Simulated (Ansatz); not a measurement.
Input file:

```
crystal:
  periodic: [false, false, false]
  atoms:
    - { symbol: Ge, position_ang: [0.24876, -0.063219, 0.02933] }
    - { symbol: Cl, position_ang: [0.892046, 0.005372, 2.119214] }
    - { symbol: H, position_ang: [1.72401, 0.050907, -0.356504] }
    - { symbol: F, position_ang: [-0.649454, 1.369402, -0.370076] }
    - { symbol: H, position_ang: [-0.645562, -1.256362, -0.311264] }
basis:
  gaussian: { orbitals: def2-SVP }
hamiltonian:
  xc: b3lyp
  dispersion: d4
relax:
  f_tol: 0.03
  max_steps: 50
output:
  orbitals: {}
```

Command:

```sh
ansatz run input.yaml --threads 1 --pin off --max-ram 2048MiB --backend cpu --events-out ev --progress --plain --runs-dir out
```

The fields are those of the run's last geometry, not of the input's.

Level of theory: RKS B3LYP-D4/def2-SVP in Ansatz 0.2.0.

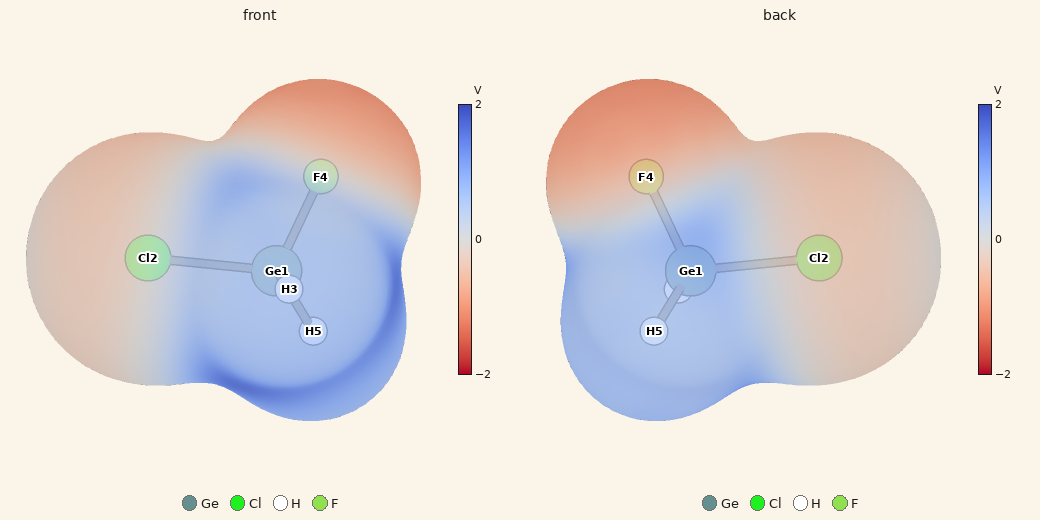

ClFGeH$_{2}$. The electrostatic potential painted on the density surface at 0.001 e/bohr³, seen from the front and from behind; red is negative and blue positive.

Question: Describe the electrostatic potential map.

Answer: The most negative region (about −1.1 V) lies over F4, the most positive (about +1.6 V) over Ge1.
